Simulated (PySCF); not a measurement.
## Electronic structure of BH₄ (SMILES [BH4-]) (charge −1) in real space

Input

```
{"job": {"kind": "sp", "xc": "wB97X", "basis": "ma-def2-TZVP", "d3": "d3bj", "grid": 2}, "charge": -1, "multiplicity": 1}
B      0.018087    -0.021924     0.223732
H     -0.153657     1.160289    -0.152781
H     -0.916194    -0.736922    -0.206135
H      1.108631    -0.447737    -0.221533
H      0.033480    -0.063402     1.475496
```

Command:

```sh
OMP_NUM_THREADS=1 python redox_run.py task.json out
```

Geometry: PBE0-D3(BJ)/ma-def2-SVP.

The calculation used DFT single point, gas phase, functional wB97X (PySCF).

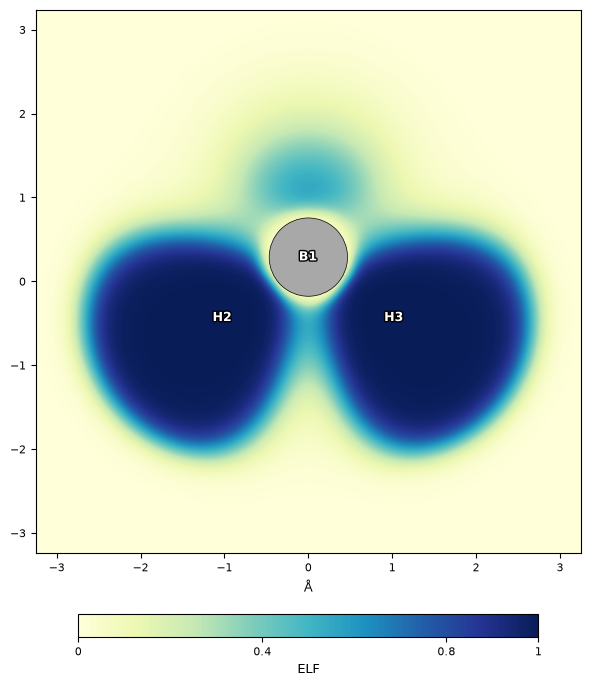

Figure 1. Electron localisation function on the plane of atoms H2, B1 and H3. Grey discs cover the atomic cores.

Read the bonding off the picture.

Answer.
- Atoms in the plane: B and H.
- B–H (1.25 Å): the ELF climbs to about 1 towards the hydrogen, as it does in any bond to H: an ordinary covalent bond to hydrogen.

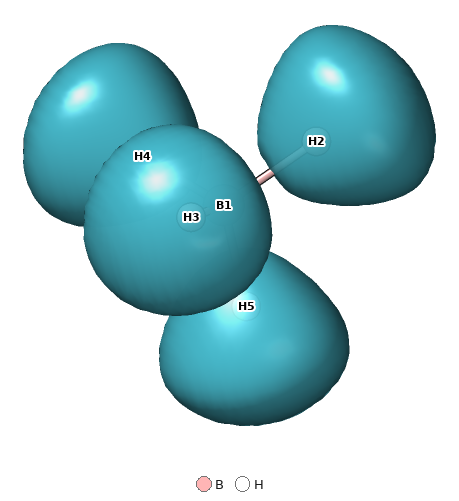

Figure 2. Isosurface of the electron localisation function at 0.9 (cyan), seen at an oblique angle. Core shells and regions of very low density are left out.

Describe the localisation domains.

Answer. The surface consists of four regions around hydrogen nuclei.
